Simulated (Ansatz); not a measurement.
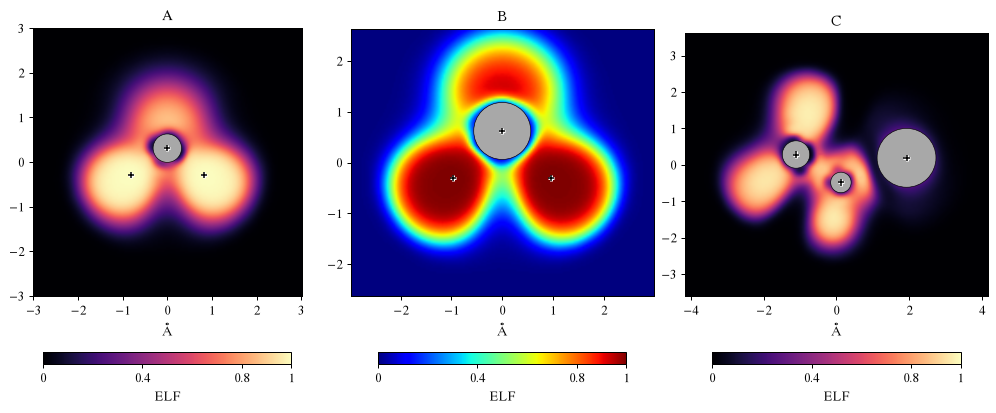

The electron localisation function of 3 systems, each on a plane through atoms (crosses mark nuclei in the plane; grey discs cover the cores).

Level of theory: Ansatz, RKS PBE0-D4/def2-TZVPPD.

System 1: H2S, the molecular plane. Geometry: PBE0-D4/def2-TZVP.

```xyz
3

S    -0.5818   -0.1252   -2.3534
H    -0.3986   -1.2410   -1.6301
H     0.6028    0.3745   -1.9681
```

System 2: CH4CuO (charge +1), the plane of atoms Cu1, O3 and C2. Geometry: PBE0-D4/def2-TZVP.

```xyz
7

Cu   -0.2555   -0.3548   -2.3664
C     0.3865    0.0119    0.5786
O    -0.5903   -0.0564   -0.4936
H     1.2224   -0.6209    0.2916
H    -0.0665   -0.3762    1.4898
H     0.7177    1.0411    0.7140
H    -1.4144    0.3553   -0.2139
```

System 3: NH3, the plane of atoms H2, N1 and H3. Geometry: PBE0-D4/def2-TZVP.

```xyz
4

N    -0.2464   -0.2428   -2.2203
H     0.5125    0.3445   -2.5434
H    -0.1489   -1.1368   -2.6856
H    -1.1073    0.1737   -2.5530
```

> Which map belongs to which system?

Panel A is system 3, NH3: the plane holds N and H. N–H (1.01 Å): the ELF climbs to about 1 towards the hydrogen, as it does in any bond to H; a covalent bond by its length. Panel B is system 1, H2S: the plane holds S and H. S–H (1.34 Å): the ELF climbs to about 1 towards the hydrogen. Panel C is system 2, CH4CuO: the plane holds Cu, C and O. C–O (1.45 Å): the ELF peaks at about 0.90 between the atoms (a shared but strongly polarised pair).
